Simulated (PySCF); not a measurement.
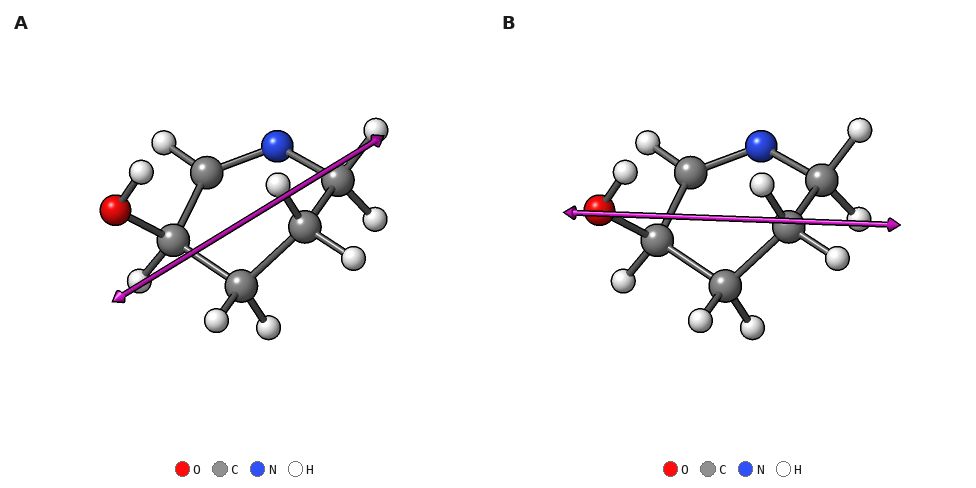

The double arrows show the directions of two transition dipoles from the ground state (lengths mean nothing). The geometry was computed by an optimisation with GFN2-xTB. No frequency run is at hand to confirm it as a minimum. Level of theory: TDDFT ωB97X-D/def2-SVPD, vertical, gas phase, core orbitals frozen in the response (PySCF 2.14.0).

> One belongs to singlet state 3 and one to singlet state 6. Which is which?

A: state 3, 7.11 eV (174 nm), oscillator strength 0.033, mainly HOMO−1 → LUMO (weight 0.64).
B: state 6, 7.89 eV (157 nm), oscillator strength 0.11, mainly HOMO → LUMO+3 (weight 0.51).
